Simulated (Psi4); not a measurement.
# A workflow on C2H6BFO (SMILES COB(C)F)

We compute a structure relaxation (singlet C2H6BFO, PBE0/def2-SVPD), then the energy (doublet C2H6BFO+, UPBE0/def2-SVPD), then a structure relaxation (doublet C2H6BFO+, UPBE0/def2-SVPD) of C2H6BFO. 

The results are computed with Psi4 1.11.

### Step 1. The molecule

C2H6BFO: 11 atoms, total charge 0, spin state singlet. SMILES: `COB(C)F`. Geometry: relaxed at PBE0-D4/def2-TZVP. This is one conformer, not always the lowest. The run starts from this shape.

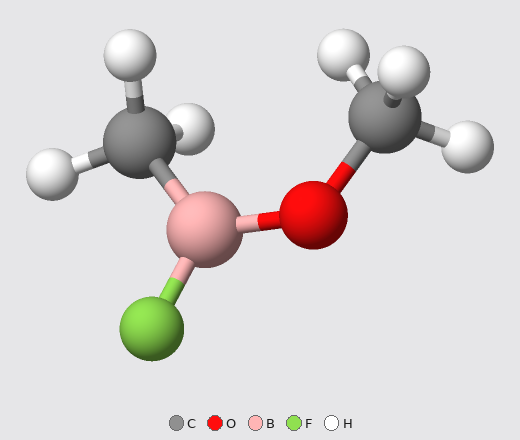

The structure, seen from a chosen angle (carbon grey, oxygen red, boron pink, fluorine green, hydrogen white).

### Step 2. A geometry optimisation at PBE0/def2-SVPD (density fitting) (run 1)

The input, input.dat:

```
memory 1600 MB

molecule molecule1 {
  0 1
  C     -1.364400     0.711100     0.538500
  O     -0.241000     1.227800    -0.135300
  B      0.818600     0.482700    -0.508900
  C      0.993200    -1.057900    -0.270600
  F      1.779200     1.165200    -1.136000
  H     -1.458500     1.207100     1.506900
  H     -2.259100     0.924300    -0.050000
  H     -1.294000    -0.367700     0.698100
  H      0.947600    -1.307000     0.794000
  H      1.947400    -1.412800    -0.660100
  H      0.196300    -1.629800    -0.756000
  symmetry c1
}

set {
  basis def2-SVPD
}

result = optimize('pbe0')
```

On the command line:

```
$ psi4 input.dat output.dat -n 1
```

output.dat:

```text
[...]
  Running in c1 symmetry.
[...]
  Nuclear repulsion =  171.585248872432146
[...]
  Multiplicity = 1
[...]
  Nalpha       = 20
  Nbeta        = 20
[...]
    Number of basis functions: 154
[...]
   @DF-RKS iter   1:  -279.02851722497292   -3.83169e-01   5.44339e-03 ADIIS/DIIS
[...]
   @DF-RKS iter   7:  -279.35284245409292   -2.14868e-11   8.29007e-09 DIIS
[...]
  @DF-RKS Final Energy:  -279.35284245409292
   => Energetics <=
    Nuclear Repulsion Energy =            171.1467402393248278
    One-Electron Energy =                -721.6450790108258388
    Two-Electron Energy =                 298.3848603302413949
    DFT Exchange-Correlation Energy =     -27.2393640128332670
    Empirical Dispersion Energy =           0.0000000000000000
    VV10 Nonlocal Energy =                  0.0000000000000000
    Total Energy =                       -279.3528424540929223
[...]
  -Total Gradient:
     Atom            X                  Y                   Z
    ------   -----------------  -----------------  -----------------
       1        0.000045559586     0.000039048959     0.000016697215
       2        0.000039962731    -0.000014873394     0.000173695389
       3       -0.000446350815    -0.000193720931    -0.000444508964
       4        0.000079021953     0.000079587196     0.000195975765
       5        0.000146608422     0.000145072599     0.000103805448
       6       -0.000044758456    -0.000035809044    -0.000008577412
       7       -0.000005501312    -0.000026447426     0.000030532191
       8       -0.000013997869    -0.000002490239     0.000014095975
       9        0.000008082813    -0.000047343264    -0.000019899360
      10       -0.000013581537     0.000046051315     0.000009613253
      11        0.000015439967     0.000070819882    -0.000001940273
[...]
```

Standard output:

```text
Optimizer: Optimization complete!
```

Run time: 86 s. Hardware: 1 thread of Intel Xeon Platinum 8259CL at 2.50GHz (Skylake/Cascade Lake), shared host; peak memory 1.3 GiB.

Step by step:

| step | energy from the first frame kept (eV) | largest force (eV/Å) |
| --- | --- | --- |
| 0 | 0.0000 | 0.2917 |
| 1 | -0.0063 | 0.0967 |
| 2 | -0.0065 | 0.0321 |
| 3 | -0.0065 | 0.0339 |

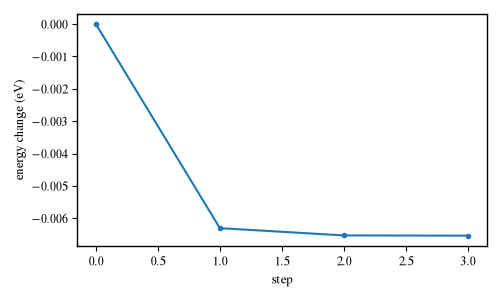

Energy along the run.

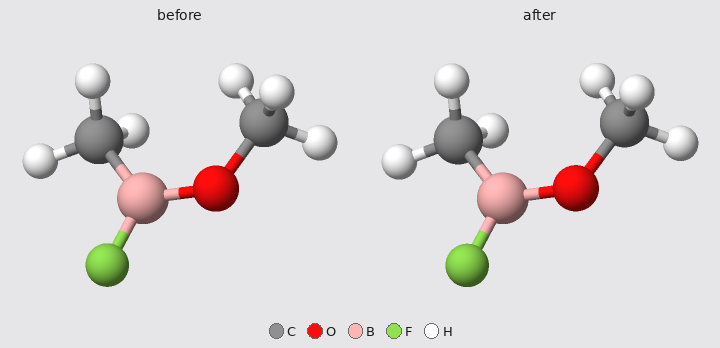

Before and after, at one scale.

After the run. Bond lengths: C1–O2 1.405 Å, O2–B3 1.347 Å, B3–C4 1.569 Å, B3–F5 1.342 Å, C1–H6 1.099 Å, C1–H7 1.099 Å, C1–H8 1.100 Å, C4–H9 1.101 Å, C4–H10 1.097 Å, C4–H11 1.101 Å. Some angles: C1–O2–B3 124.8°, O2–B3–C4 126.1°, O2–B3–F5 114.4°, C4–B3–F5 119.4°, O2–C1–H6 109.2°, O2–C1–H7 109.0°, O2–C1–H8 112.4°, B3–C4–H9 111.5°, B3–C4–H10 111.3°, B3–C4–H11 111.4°.

### Step 3. The doublet cation: the energy at UPBE0/def2-SVPD (density fitting) (run 2)

The input, c2h6bfo.in:

```
memory 1.6 GB

molecule mol {
  1 2
  C     -1.371658     0.719513     0.539881
  O     -0.244323     1.218426    -0.133780
  B      0.817372     0.479152    -0.509832
  C      1.003151    -1.061031    -0.272228
  F      1.780980     1.170818    -1.136989
  H     -1.459443     1.217404     1.515882
  H     -2.271178     0.946803    -0.049161
  H     -1.317817    -0.367403     0.699583
  H      0.960668    -1.311680     0.799360
  H      1.964798    -1.410957    -0.666589
  H      0.203205    -1.641334    -0.758526
  symmetry c1
}

set {
  basis def2-SVPD
  reference uks
}

energy_value, wavefunction = energy("pbe0", return_wfn=True)
```

On the command line:

```
$ psi4 -i c2h6bfo.in -o c2h6bfo.out -n 1
```

c2h6bfo.out:

```text
[...]
  Running in c1 symmetry.
[...]
  Nuclear repulsion =  171.146745431308545
[...]
  Multiplicity = 2
[...]
  Nalpha       = 20
  Nbeta        = 19
[...]
    Number of basis functions: 154
[...]
   @DF-UKS iter   1:  -278.71348253716451   -8.58431e-02   4.37654e-03 DIIS/ADIIS
[...]
   @DF-UKS iter  16:  -278.93132755285046   -4.23630e-08   3.43133e-07 DIIS
[...]
   @S^2 Observed:                7.555798048E-01
[...]
  @DF-UKS Final Energy:  -278.93132755285046
   => Energetics <=
    Nuclear Repulsion Energy =            171.1467454313085454
    One-Electron Energy =                -711.5233621699208015
    Two-Electron Energy =                 288.4000140413943996
    DFT Exchange-Correlation Energy =     -26.9547248556325556
    Empirical Dispersion Energy =           0.0000000000000000
    VV10 Nonlocal Energy =                  0.0000000000000000
    Total Energy =                       -278.9313275528504050
[...]
 Multipole Moments:
 ------------------------------------------------------------------------------------
     Multipole            Electronic (a.u.)      Nuclear  (a.u.)        Total (a.u.)
 ------------------------------------------------------------------------------------
 L = 1.  Multiply by 2.5417464519 to convert [e a0] to [Debye]
 Dipole X            :          3.7314216           -5.8590453           -2.1276237
 Dipole Y            :          5.4011595           -5.9412822           -0.5401227
 Dipole Z            :         -3.0157029            4.2092338            1.1935309
 Magnitude           :                                                    2.4986059
[...]
```

Run time: 41 s. Hardware: 1 thread of Intel Xeon Platinum 8259CL at 2.50GHz (Skylake/Cascade Lake), shared host; peak memory 1.2 GiB.

### Step 4. The doublet cation: a structure relaxation at UPBE0/def2-SVPD (density fitting) (run 3)

c2h6bfo.in, as its differences from that of step 3:

```diff
@@ -1,4 +1,4 @@
-memory 1.6 GB
+memory 1600 mb
 
-molecule mol {
+molecule {
   1 2
@@ -18,7 +18,7 @@
 
-set {
-  basis def2-SVPD
+set globals {
   reference uks
+  geom_maxiter 50
 }
 
-energy_value, wavefunction = energy("pbe0", return_wfn=True)
+e = optimize('pbe0/def2-SVPD')
```

On the command line:

```
$ psi4 c2h6bfo.in c2h6bfo.out -n 1
```

c2h6bfo.out:

```text
Psi4 1.11 release

gradient() will perform analytic gradient computation.

   => Loading Basis Set <=

    Name: DEF2-SVPD
    Role: ORBITAL
    Keyword: BASIS

         ---------------------------------------------------------
                                   SCF
                              UKS Reference
                        1 Threads,   1525 MiB Core
         ---------------------------------------------------------

  ==> Geometry <==

    Molecular point group: c1
    Full point group: C1

[... 152 lines left out ...]
   @DF-UKS iter   4:  -278.92170803134695   -5.85946e-02   6.64238e-04 DIIS/ADIIS
[... 12 lines left out ...]
   @DF-UKS iter  17:  -278.93132755302156   -1.71099e-10   2.37123e-07 DIIS
[... 66 lines left out ...]
  @DF-UKS Final Energy:  -278.93132755482179
[... 54 lines left out ...]
    Two-Electron Energy =                 287.5594543018008835
[... 199 lines left out ...]
    Weights Tolerance      =       1.00E-15
[... 28 lines left out ...]
  ==> Iterations <==

                           Total Energy        Delta E     RMS |[F,P]|

   @DF-UKS iter   0:  -278.95670582421843   -2.78957e+02   4.33838e-04
   @DF-UKS iter   1:  -278.96330803649164   -6.60221e-03   3.34998e-05 DIIS
   @DF-UKS iter   2:  -278.96332784837608   -1.98119e-05   2.26012e-05 DIIS
   @DF-UKS iter   3:  -278.96333339648356   -5.54811e-06   9.33410e-06 DIIS
   @DF-UKS iter   4:  -278.96333427466851   -8.78185e-07   5.26985e-06 DIIS
   @DF-UKS iter   5:  -278.96333455891732   -2.84249e-07   1.30293e-06 DIIS

[set-up sections that repeat, and orbital energies of the middle runs, are left out above]
```

Wall time 17 min (1 thread of Intel Xeon Platinum 8259CL at 2.50GHz (Skylake/Cascade Lake), shared host).

The run was cut off at its time limit.

### Step 5. Results

| quantity | value |
| --- | --- |
| run 1, PBE0/def2-SVPD: total energy at the end | -279.35284 Eh |
| run 1, PBE0/def2-SVPD: dipole moment | 2.88 D |
| run 1, PBE0/def2-SVPD: HOMO energy | -9.10 eV |
| run 1, PBE0/def2-SVPD: LUMO energy | 0.36 eV |
| run 1, PBE0/def2-SVPD: HOMO–LUMO gap | 9.46 eV |
| doublet cation, run 2: total energy | -278.93133 Eh |
| doublet cation, run 2: HOMO energy (highest over α and β) | -15.47 eV |
| doublet cation, run 2: LUMO energy (lowest over α and β) | -13.83 eV |
| doublet cation, run 2: ⟨S²⟩ | 0.756 |
| doublet cation, run 3 | no result (timeout) |

What this shows: The optimisation (run 1, PBE0/def2-SVPD) took 4 steps and changed the energy by -0.007 eV. 1 of the 3 runs did not end normally.
